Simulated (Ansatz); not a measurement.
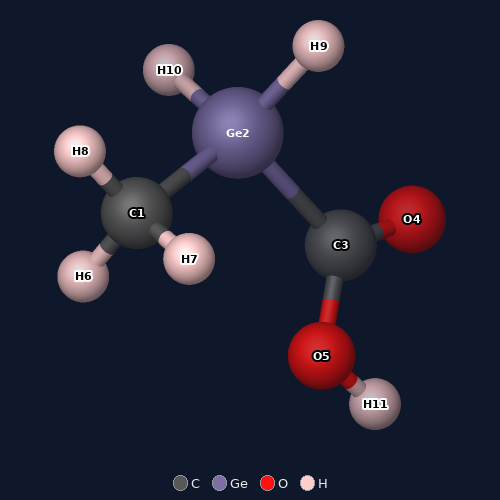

The system is C2H6GeO2, SMILES [CH3][GeH2][C](=O)O; the picture shows the reference structure. 
- Coordinates scanned: (1) dihedral Ge2–C3–O5–H11; (2) dihedral C1–Ge2–C3–O5.
- Nothing is relaxed (all other coordinates rigid).
- The grid has 15 × 15 points.
- Points are written as (first, second).
- All energies are given in kJ/mol relative to the lowest grid point.
- All numbers below come from RKS B3LYP-D4/def2-SVP (Ansatz 0.2.0).

Its coordinates:

```xyz
11

C    -1.0628    0.3075    1.2794
Ge    0.7147   -0.2006    0.6285
C     0.7541   -0.2338   -1.3770
O     1.7151   -0.5283   -2.0398
O    -0.4316    0.1161   -1.9250
H    -1.3302    1.3031    0.8962
H    -1.8117   -0.4151    0.9239
H    -1.0828    0.3307    2.3793
H     1.1204   -1.6145    1.0888
H     1.8005    0.8041    1.0616
H    -0.3206    0.0737   -2.8952
```

Range: dihedral Ge2–C3–O5–H11 from −180 to 156°; dihedral C1–Ge2–C3–O5 from −180 to 156°.

Question: What landscape does the calculation give?

Answer: The lowest grid point is at (−180°, −180°). There are further wells near (−12°, 156°) (26 kJ/mol above the lowest at that grid point); (12°, −156°) (26 kJ/mol above the lowest at that grid point); (−12°, 12°) (31 kJ/mol above the lowest at that grid point). The highest grid point, (84°, −108°), lies 66 kJ/mol above the lowest. Round the minimum the valley is somewhat tilted: raising dihedral Ge2–C3–O5–H11 shifts the best value of dihedral C1–Ge2–C3–O5 upwards (coupling k₁₂/√(k₁₁k₂₂) about −0.2).

```
dihedral C1–Ge2–C3–O5 ↓, dihedral Ge2–C3–O5–H11 →  −180  −156  −132  −108  −84  −60  −36  −12  12  36  60  84  108  132  156
                                              156     1    11    34    54   60   50   35   26  28  38  52  60   53   31    9
                                              132     2    12    36    57   64   54   38   27  28  39  54  63   56   34   11
                                              108     3    12    36    58   66   57   41   29  28  38  54  63   57   35   12
                                               84     2    12    35    57   65   57   43   33  30  38  52  61   55   35   12
                                               60     2    11    34    55   63   55   42   34  33  40  53  61   54   33   11
                                               36     1    11    34    55   62   54   40   32  33  42  55  62   54   32   10
                                               12     0    10    34    56   63   55   40   31  32  42  56  63   55   33   10
                                              −12     0    10    33    55   63   56   42   32  31  40  55  63   56   34   10
                                              −36     1    10    32    54   62   55   42   33  32  41  54  62   55   34   11
                                              −60     2    11    33    54   61   53   40   33  34  42  55  63   55   34   11
                                              −84     2    12    35    55   61   52   38   30  33  43  57  65   57   35   12
                                             −108     2    12    35    57   63   53   38   28  29  41  57  66   58   36   12
                                             −132     2    11    34    56   63   54   39   28  27  38  54  64   57   36   12
                                             −156     1     9    31    53   60   52   38   28  26  35  50  60   54   34   11
                                             −180     0     9    31    52   58   50   36   28  28  36  50  58   52   31    9
```

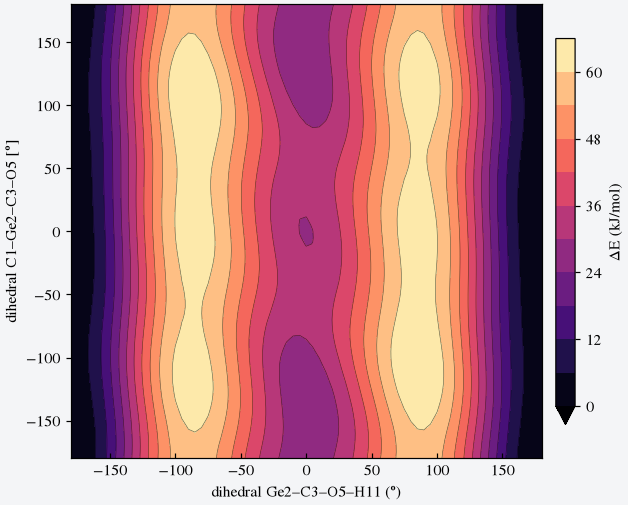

Drawn: filled contours. Between grid points the surface is interpolated.

Time for the 225 points that were run: 29 min on 1 thread of Arm Neoverse V1, with other jobs on the host.
